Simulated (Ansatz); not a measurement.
# AlGeNH4O (SMILES [NH2][GeH]1[O][AlH]1), step by step

We compute a series of 16 runs (HF/STO-3G, UHF/STO-3G, HF/3-21G, UHF/3-21G, HF/6-31G*, B3LYP/6-31G*, PBE/def2-SVP, MP2/6-31G*) of AlGeH4NO. 

Program for the calculation: Ansatz 0.2.0.

## Step 1: The structure to begin with

AlGeNH4O: 8 atoms, total charge 0, spin state singlet. As SMILES, `[NH2][GeH]1[O][AlH]1`. Geometry: relaxed at PBE0-D4/def2-TZVP. This is one conformer, not always the lowest. The run starts from this shape.

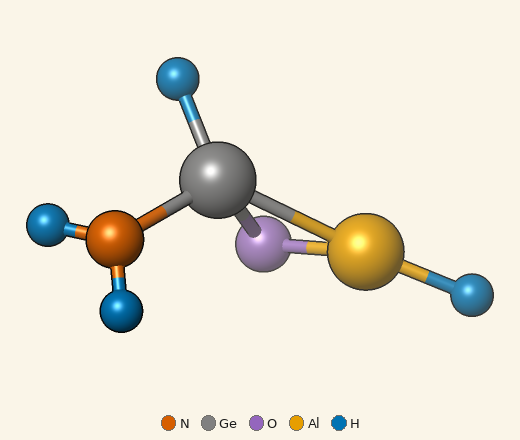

Viewed from a chosen angle; nitrogen orange, germanium grey, oxygen purple, aluminium amber, hydrogen blue.

## Step 2: A structure relaxation at HF/STO-3G (start density atoms) (run 1)

in.yaml reads:

```yaml
crystal:
  periodic: [false, false, false]
  atoms:
    - {symbol: N, position_ang: [-1.000700, 1.330400, 0.514400]}
    - {symbol: Ge, position_ang: [0.239100, 0.000100, 0.626900]}
    - {symbol: O, position_ang: [1.177500, -0.346000, -0.983500]}
    - {symbol: Al, position_ang: [0.431500, -1.856900, -0.769100]}
    - {symbol: H, position_ang: [-0.662600, 2.276400, 0.611900]}
    - {symbol: H, position_ang: [-1.682100, 1.271200, -0.226100]}
    - {symbol: H, position_ang: [1.237900, 0.511900, 1.685400]}
    - {symbol: H, position_ang: [0.351700, -3.244100, -1.515600]}
basis:
  gaussian: {orbitals: STO-3G}
hamiltonian: {xc: hf}
relax: {f_tol: 0.002}
output: {orbitals: {seedname: orbitals}}
```

Started as:

```bash
ansatz run in.yaml --threads 1 --pin off --max-ram 3480MiB --events-out events.jsonl --progress --plain --runs-dir runs
```

What it wrote:

```text
Warning: RAYON_NUM_THREADS=1 ignored (pool sized by the plan → 1); use --threads N
The last accepted step is kept in runs//last_step.txt (removed where the run ends without a failure and the disk answers)
[... 93 lines left out ...]
Total energy: -65870.02615818 eV, -2420.6788130057 hartree
[... 8 lines left out ...]
Dipole moment:    -0.139347    -0.635975    -0.237682 e Å
```

It took 17 s on 1 thread of Arm Neoverse V2, shared host; peak memory 0.13 GiB.

Steps, from the record of the run:

| step | energy from the first frame kept (eV) | largest force (eV/Å) |
| --- | --- | --- |
| 1 | 0.0000 | 2.4685 |
| 2 | -0.5620 | 1.1759 |
| 3 | -0.6203 | 0.3579 |
| 4 | -0.6276 | 0.2049 |
| 5 | -0.6302 | 0.1152 |
| 6 | -0.6309 | 0.0782 |
| 7 | -0.6314 | 0.0852 |
| 8 | -0.6316 | 0.0325 |
| 9 | -0.6316 | 0.0360 |
| 10 | -0.6317 | 0.0112 |
| 11 | -0.6317 | 0.0050 |
| 12 | -0.6317 | 0.0065 |
| 13 | -0.6317 | 0.0003 |

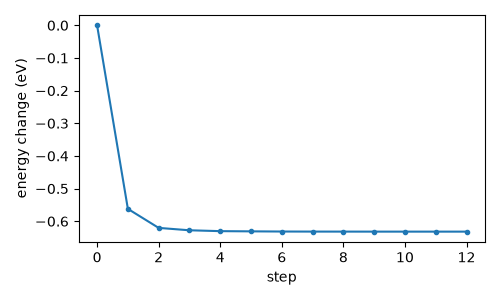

Energy along the run.

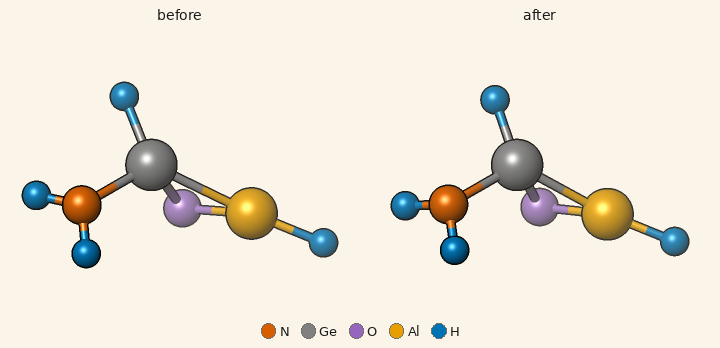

Before and after, at one scale.

After the run. Bond lengths: N1–Ge2 1.767 Å, Ge2–O3 1.836 Å, Ge2–Al4 2.180 Å, O3–Al4 1.659 Å, N1–H5 1.020 Å, N1–H6 1.019 Å, Ge2–H7 1.433 Å, Al4–H8 1.467 Å. Some angles: N1–Ge2–O3 109.9°, N1–Ge2–Al4 125.2°, O3–Ge2–Al4 47.9°, Ge2–O3–Al4 77.0°, Ge2–Al4–O3 55.2°, N1–Ge2–H7 105.6°, O3–Ge2–H7 107.8°, Al4–Ge2–H7 127.9°, Ge2–N1–H5 117.9°, Ge2–N1–H6 118.7°.

## Step 3: Vibrational wavenumbers at HF/STO-3G (start density atoms) (run 2)

run.yaml reads:

```yaml
crystal:
  periodic: [false, false, false]
  atoms:
    - {symbol: N, position_ang: [-0.924450, 1.265403, 0.503933]}
    - {symbol: Ge, position_ang: [0.240049, -0.055659, 0.645297]}
    - {symbol: O, position_ang: [1.177396, -0.233752, -0.923204]}
    - {symbol: Al, position_ang: [0.440214, -1.710542, -0.758945]}
    - {symbol: H, position_ang: [-0.562892, 2.202594, 0.325717]}
    - {symbol: H, position_ang: [-1.734341, 1.140159, -0.101578]}
    - {symbol: H, position_ang: [1.163536, 0.352463, 1.662253]}
    - {symbol: H, position_ang: [0.292787, -3.017665, -1.409175]}
basis:
  gaussian: {orbitals: STO-3G}
phonons: {temperatures: {t_min: 298.15, t_max: 298.15, t_step: 1}}
hamiltonian: {xc: hf}
```

Started as:

```bash
ansatz run run.yaml --threads 1 --pin off --max-ram 3480MiB --events-out events.jsonl --progress --plain --runs-dir runs
```

What it wrote:

```text
Warning: RAYON_NUM_THREADS=1 ignored (pool sized by the plan → 1); use --threads N
[... 263 lines left out ...]
Total energy: -65870.02616335 eV, -2420.6788131956 hartree
[... 8 lines left out ...]
Dipole moment:    -0.139346    -0.635975    -0.237682 e Å
Vibrations: 172.07 230.69 244.91 407.58 483.09 526.37 567.69 713.35 773.16 788.40 937.86 1075.42 1131.00 2012.62 2385.40 2726.28 3975.46 4155.28 cm⁻¹, zero-point energy 1.444827 eV
```

Wall time 30 s (1 thread of Arm Neoverse V2, shared host); peak memory 0.091 GiB.

## Step 4: The doublet cation: the energy at UHF/STO-3G (start density atoms) (run 3)

molecule.yaml reads:

```yaml
basis:
  gaussian:
    orbitals: STO-3G
crystal:
  periodic: [false, false, false]
  atoms:
    - {symbol: N, position_ang: [-0.924450, 1.265403, 0.503933]}
    - {symbol: Ge, position_ang: [0.240049, -0.055659, 0.645297]}
    - {symbol: O, position_ang: [1.177396, -0.233752, -0.923204]}
    - {symbol: Al, position_ang: [0.440214, -1.710542, -0.758945]}
    - {symbol: H, position_ang: [-0.562892, 2.202594, 0.325717]}
    - {symbol: H, position_ang: [-1.734341, 1.140159, -0.101578]}
    - {symbol: H, position_ang: [1.163536, 0.352463, 1.662253]}
    - {symbol: H, position_ang: [0.292787, -3.017665, -1.409175]}
total_charge: 1
hamiltonian:
  xc: hf
magnetization:
  spin_polarized: true
  initial_magnetization: 1
```

Started as:

```bash
ansatz run molecule.yaml --threads 1 --pin off --max-ram 3480MiB --events-out events.jsonl --progress --plain --runs-dir runs
```

What it wrote:

```text
Warning: RAYON_NUM_THREADS=1 ignored (pool sized by the plan → 1); use --threads N
Functional definition: HF
  name "HF"
  exchange = exact_x
  correlation = 0
474 factors; integrals over basis functions are off by at most 4.5e-5 eV
mean field evaluation 1: about -65857.1462 eV, gradient 3.0e1 eV
mean field evaluation 2: about -65857.2052 eV, gradient 3.1e1 eV
mean field evaluation 4: about -65865.5626 eV, gradient 4.3e0 eV
mean field evaluation 8: about -65866.3975 eV, gradient 3.7e-1 eV
mean field evaluation 16: about -65866.3988 eV, gradient 2.9e-5 eV
mean field evaluation 32: about -65865.9876 eV, gradient 2.8e0 eV
mean field evaluation 64: about -65866.1252 eV, gradient 1.9e0 eV
mean field evaluation 96: about -65865.9700 eV, gradient 5.4e-1 eV
mean field -65866.39875941 eV, -2420.5455085596 hartree, gradient 2.9e-5 eV, S^2 0.775662; 2 other end points of the search recorded, 0 dependent functions left out
reference -65866.39875941 eV, -2420.5455085596 hartree; 32, 31 occupied and 9, 10 virtual orbitals, 474 factors
Total energy: -65866.39875941 eV, -2420.5455085596 hartree
```

Wall time 1.6 s (1 thread of Arm Neoverse V2, shared host); peak memory 0.095 GiB.

Runs 4 to 15 aren't shown in full; the table further down has their settings and results.

## Step 5: The harmonic vibrations at MP2/6-31G(d) (Cartesian functions, start density atoms) (run 16)

input.yaml reads:

```yaml
crystal:
  periodic: [false, false, false]
  atoms:
    - symbol: "N"
      position_ang: [-1.014643, 1.340138, 0.539711]
    - symbol: Ge
      position_ang: [0.232650, 0.002263, 0.629867]
    - symbol: O
      position_ang: [1.234164, -0.332529, -0.992218]
    - symbol: Al
      position_ang: [0.436712, -1.854760, -0.788234]
    - symbol: H
      position_ang: [-0.641410, 2.285753, 0.556903]
    - symbol: H
      position_ang: [-1.713630, 1.253170, -0.191446]
    - symbol: H
      position_ang: [1.226238, 0.501951, 1.704272]
    - symbol: H
      position_ang: [0.332220, -3.252985, -1.514556]
basis:
  gaussian: {orbitals: "6-31G*"}
correlation: {method: mp2}
phonons: {temperatures: {t_min: 298.15, t_max: 298.15, t_step: 1}}
```

Started as:

```bash
ansatz run input.yaml --threads 1 --pin off --max-ram 3480MiB --events-out events.jsonl --progress --plain --runs-dir runs
```

What it wrote:

```text
Warning: RAYON_NUM_THREADS=1 ignored (pool sized by the plan → 1); use --threads N
[... 26 lines left out ...]
16 core orbitals not correlated: weight in the atoms' cores, before any rotation towards them, 1.000 or more for the frozen orbitals, at most 0.000 for the correlated occupied ones
[... 115 lines left out ...]
16 core orbitals not correlated: weight in the atoms' cores, before any rotation towards them, 1.000 or more for the frozen orbitals, at most 0.000 for the correlated occupied ones
[... 115 lines left out ...]
16 core orbitals not correlated: weight in the atoms' cores, before any rotation towards them, 1.000 or more for the frozen orbitals, at most 0.000 for the correlated occupied ones
[... 114 lines left out ...]
Dipole moment:    -0.248634    -0.182349    -0.059643 e Å
[... 1 line left out ...]
Checks for a lower state left out: cluster_reference
```

Run time: 3.9 min. Hardware: 1 thread of Arm Neoverse V2, shared host; peak memory 0.2 GiB.

## Step 6: Overview of the runs

| run | level | task | walk f tol | partner | energy (Eh) | dipole moment (D) | wall time |
| --- | --- | --- | --- | --- | --- | --- | --- |
| 1 | HF/STO-3G (start density atoms) | optimise | 0.002 | base | -2420.678813 | 3.33 | 17 s |
| 2 | HF/STO-3G (start density atoms) | frequencies | – | base | -2420.678813 | 3.33 | 30 s |
| 3 | UHF/STO-3G (start density atoms) | energy | – | cation | -2420.545509 | – | 1.6 s |
| 4 | UHF/STO-3G (start density atoms) | optimise | – | cation | -2420.577936 | – | 19 s |
| 5 | HF/3-21G (start density atoms) | optimise | 0.002 | base | -2436.902093 | 2.38 | 19 s |
| 6 | HF/3-21G (start density atoms) | frequencies | – | base | -2436.902095 | 2.38 | 37 s |
| 7 | UHF/3-21G (start density atoms) | energy | – | cation | -2436.645314 | – | 3.6 s |
| 8 | UHF/3-21G (start density atoms) | optimise | – | cation | -2436.727323 | – | 37 s |
| 9 | HF/6-31G* (Cartesian functions, start density atoms) | optimise | 0.002 | base | -2448.632369 | 1.71 | 24 s |
| 10 | HF/6-31G* (Cartesian functions, start density atoms) | frequencies | – | base | -2448.632370 | 1.71 | 1.7 min |
| 11 | B3LYP/6-31G* (Cartesian functions, start density atoms) | optimise | 0.002 | base | -2451.604409 | 1.51 | 42 s |
| 12 | B3LYP/6-31G* (Cartesian functions, start density atoms) | frequencies | – | base | -2451.604409 | 1.51 | 2.8 min |
| 13 | PBE/def2-SVP (start density atoms) | optimise | 0.002 | base | -2450.803520 | 1.36 | 39 s |
| 14 | PBE/def2-SVP (start density atoms) | frequencies | – | base | -2450.803520 | 1.36 | 91 s |
| 15 | MP2/6-31G* (Cartesian functions, start density atoms) | optimise | 0.002 | base | -2449.295583 | 1.51 | 43 s |
| 16 | MP2/6-31G* (Cartesian functions, start density atoms) | frequencies | – | base | -2449.295582 | 1.51 | 3.9 min |

## Step 7: Summary of results

```
                                                                          quantity           value
                                                  run 16, MP2/6-31G*: total energy  -2449.29558 Eh
                            run 16, MP2/6-31G*: dipole moment (correlated density)          1.51 D
                  run 16, MP2/6-31G*: correlation energy (16 core orbitals frozen)      -666.2 mEh
                                      run 16, MP2/6-31G*: largest force on an atom      0.002 eV/Å
                                    run 16, MP2/6-31G*: lowest harmonic wavenumber        151 cm⁻¹
                                   run 16, MP2/6-31G*: highest harmonic wavenumber       3681 cm⁻¹
                                             run 16, MP2/6-31G*: zero-point energy    118.7 kJ/mol
                     vertical ionisation energy (to the doublet cation), HF/STO-3G        3.627 eV
                      vertical ionisation energy (to the doublet cation), HF/3-21G        6.987 eV
adiabatic ionisation energy (to the doublet cation, no zero-point term), HF/STO-3G        2.745 eV
 adiabatic ionisation energy (to the doublet cation, no zero-point term), HF/3-21G        4.756 eV
```

At HF/STO-3G: the vertical ionisation energy comes to 3.63 eV (84 kcal/mol). In a minimal basis such a difference can be off by several eV, whatever the method. At HF/3-21G: the vertical ionisation energy comes to 6.99 eV (674 kJ/mol). At HF/STO-3G: the adiabatic ionisation energy (to the doublet cation, no zero-point term) is 2.74 eV (265 kJ/mol). At HF/3-21G: the adiabatic ionisation energy (to the doublet cation, no zero-point term) is 4.76 eV (110 kcal/mol). The second species lost a bond as it relaxed, so this leads to another structure. Totals of different functionals can't be ranked against each other. In runs 1, 2, 3, 4 the basis is minimal, so the values are rough. All runs together took 15 min, the longest 3.9 min.
